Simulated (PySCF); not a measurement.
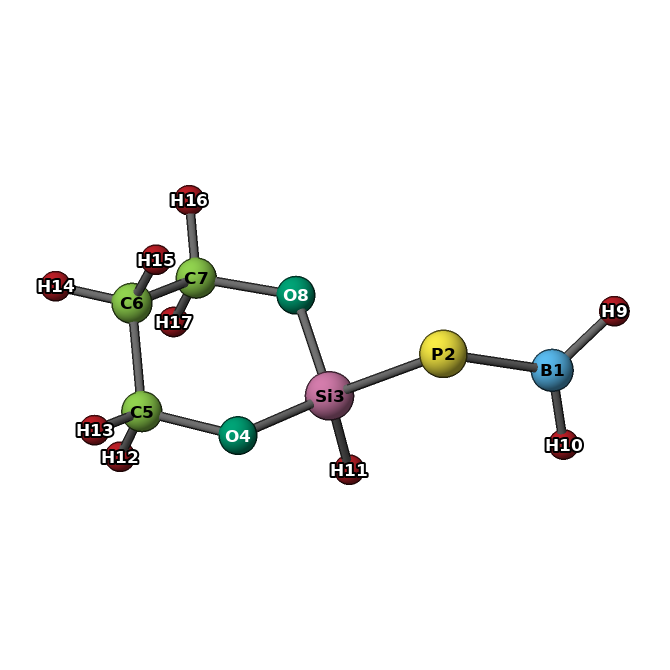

The questions are on Mulliken spin populations. State: neutral, doublet. Computed geometry: GFN2-xTB optimisation. No frequency run is at hand to confirm it as a minimum. Level of theory: UKS B3LYP, pcH-1 on B C H O P Si, non-relativistic (PySCF 2.14.0).

List the Mulliken spin populations.

```
atom  value (e)
  B1       0.02
  P2       0.87
 Si3       0.03
  O4       0.00
  C5       0.00
  C6       0.00
  C7       0.00
  O8       0.00
  H9       0.03
 H10       0.04
 H11       0.01
 H12       0.00
 H13       0.00
 H14       0.00
 H15       0.00
 H16       0.00
 H17       0.00
```

Mulliken values depend strongly on the basis set. The geometry is semi-empirical. Around B, P, Si such bond lengths and angles can be off by a tenth of an ångström or more and by several degrees, and values that hang on the shape move with them.
